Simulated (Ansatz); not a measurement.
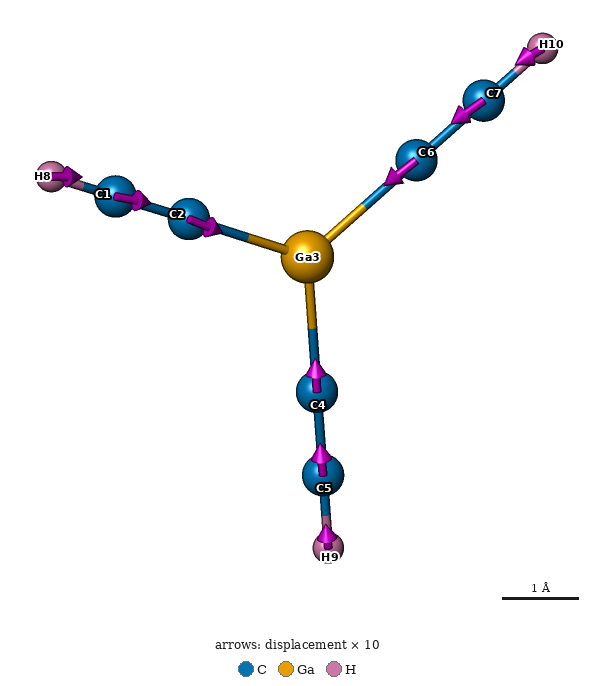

This is a relaxation of C6H3Ga. The starting structure is drawn; purple arrows show the displacements, 10 times their true length. The two geometries are superimposed by the best rigid fit.

A ball-and-stick model, seen at a tilt.

The start comes from GFN2-xTB.

All numbers below come from RKS PBE0-D4/def2-TZVP in Ansatz 0.2.0. Set-up: force threshold 0.005 eV/Å; at most 150 steps.

Question: Describe the change and its energy.

Answer: The largest moves after the best rigid fit, 0.058 Å, are those of C1 and C2. Largest moves by element: C 0.058 Å, H 0.048 Å, Ga 0.007 Å. Near-neighbour distances that change, for instance: C2–Ga3 1.954 → 1.900 Å, C1–H8 1.055 → 1.066 Å. The energy falls by 2.08 kcal/mol in 4 geometry steps. Largest force component: 0.87 eV/Å at the start, 0.00048 eV/Å at the end.
